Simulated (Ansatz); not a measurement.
The calculation's input:

```
crystal:
  periodic: [false, false, false]
  atoms:
    - {symbol: Cl, position_ang: [0.071427, -0.838571, -3.170176]}
    - {symbol: Si, position_ang: [0.397913, 0.059737, 0.919522]}
    - {symbol: N, position_ang: [-0.834629, 0.043319, -0.252697]}
    - {symbol: H, position_ang: [0.920379, -1.316740, 1.147656]}
    - {symbol: H, position_ang: [1.602909, 0.924055, 0.680412]}
    - {symbol: H, position_ang: [-0.171979, 0.551185, 2.217000]}
    - {symbol: H, position_ang: [-1.404444, 0.871679, -0.338150]}
    - {symbol: H, position_ang: [-0.581575, -0.294664, -1.203466]}
basis:
  gaussian: {orbitals: "def2-TZVPPD.json"}
total_charge: -1
hamiltonian: {xc: pbe0, dispersion: d4}
output: {orbitals: {seedname: orbitals}}
```

Run with:

```sh
ansatz run in.yaml --threads 4 --pin off --events-out ev --progress --plain --max-ram 9574MiB
```

Geometry: PBE0-D4/def2-TZVPD.

These are results of RKS PBE0-D4/def2-TZVPPD in Ansatz, not measurements.

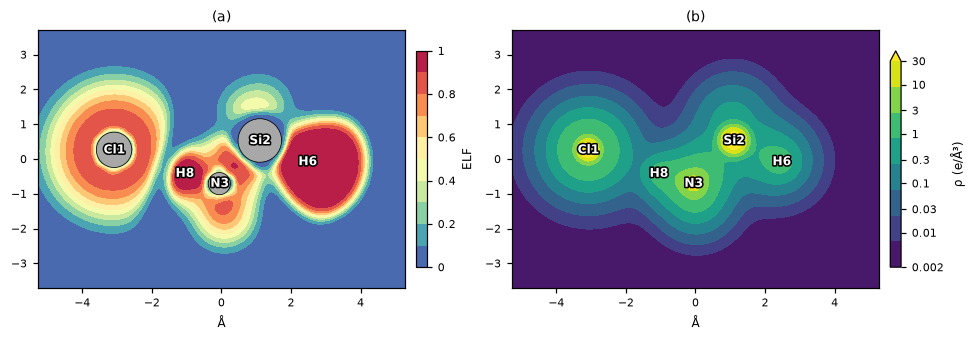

Cl···H$_{5}$NSi (SMILES [Cl-].[SiH3]N) (charge −1). (a) ELF; (b) electron density on the plane of atoms N3, Si2 and H6. Grey discs cover the atomic cores in the ELF map.

What does the map show?

The section cuts through Cl, Si, N and H sites.
Cl1···H8 (2.14 Å): the density falls to about 0.21 e/Å³ on the way; the ELF dips to about 0.20 between them: by its geometry a hydrogen bond between the two molecules, with no shared pair.
Si–N (1.70 Å): ρ is about 1.2 e/Å³ halfway; the ELF peaks at about 0.90 between the atoms; a shared but strongly polarised pair.
Si–H (1.50 Å): ρ at the midpoint is about 0.77 e/Å³; the ELF climbs to about 1 towards the hydrogen, as it does in any bond to H.
